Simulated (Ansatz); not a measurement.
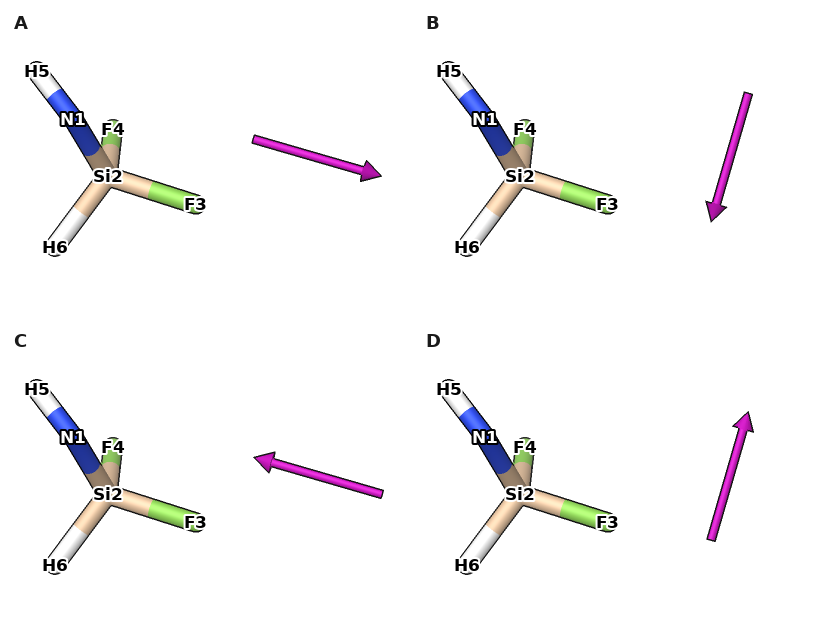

The same molecule four times, each with an arrow. State: neutral, doublet. Computed geometry: PBE0-D4/def2-TZVP optimisation. No frequency run is at hand to confirm it as a minimum. Properties computed with UKS PBE0-D4/def2-TZVP (Ansatz 0.2.0).

### Which arrow points along the dipole moment, from the negative to the positive end?

C. The dipole moment is 1.86 D; it points from the side of F3 to the side of H5 (the outermost atoms at the two ends).
